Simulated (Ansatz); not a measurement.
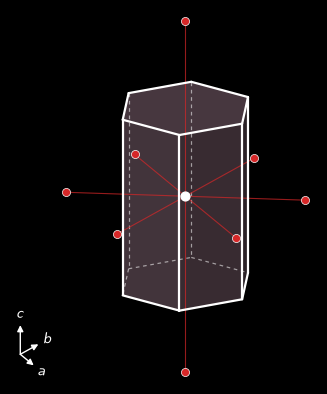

Crystal: Ti, a calculation's input that goes back to an entry of the Crystallography Open Database (an earlier step may have relaxed or displaced it). The Wigner–Seitz cell of the crystal's lattice, with lines to the lattice points that define its faces. The drawing is computed from the coordinates (standard cell, symmetry found to 0.002 Å).

a = 2.950 Å, b = 2.950 Å, c = 4.686 Å, α = 90.00°, β = 90.00°, γ = 120.00°; lattice centring P.

Q: Which of Fedorov's five parallelohedra is it?

A: A hexagonal prism: 8 faces (6 with 4 edges, 2 with 6 edges), 18 edges, 12 vertices. Its volume is that of the primitive cell, 35.3 Å³.

Q: Which lattice vectors do the faces bisect?

A:
```csv
example,length (Å),faces,edges of each,area (Å²)
a + b,2.95,6,4,8.0
c,4.69,2,6,7.5
```
